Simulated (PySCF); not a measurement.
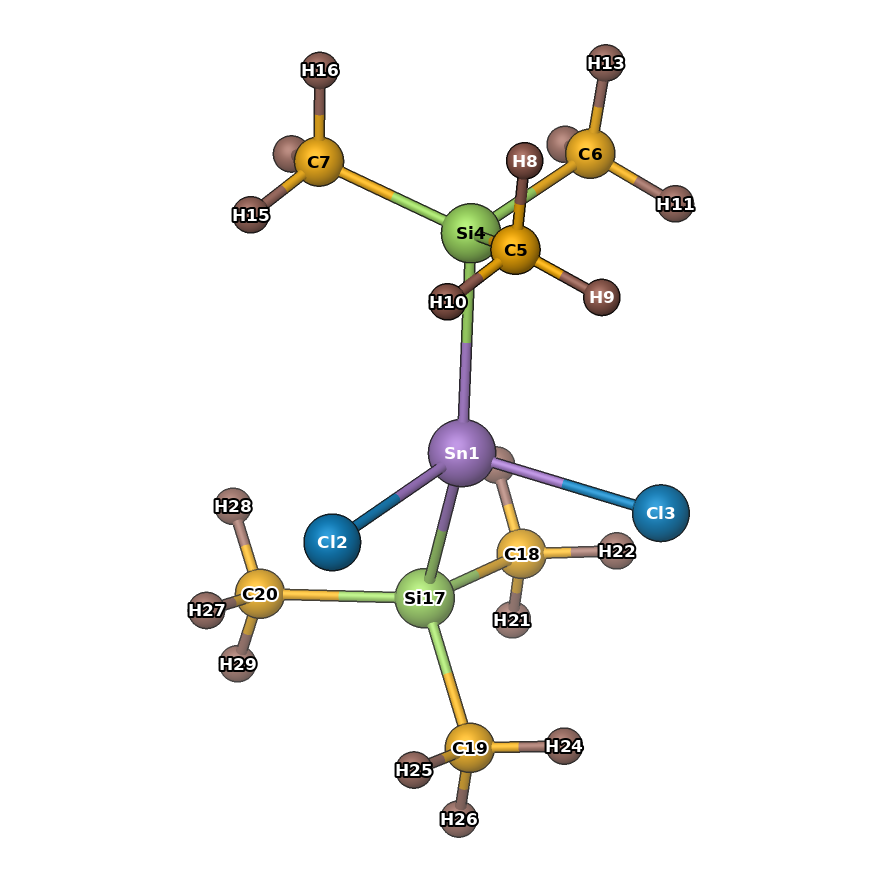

Si4 lies behind C5. The molecule seen a little off the C5–Si4 bond, C5 in front. Atoms fade into the background with distance from the viewer. Computed geometry: PBE0-D3(BJ)/def2-SVP optimisation. No frequency run is at hand to confirm it as a minimum.

What is the torsion angle H8–C5–Si4–Sn1? The sign is positive where the front bond must turn clockwise to cover the back bond.

Answer. 179°, antiperiplanar (anti). The bonds about C5–Si4 are staggered.
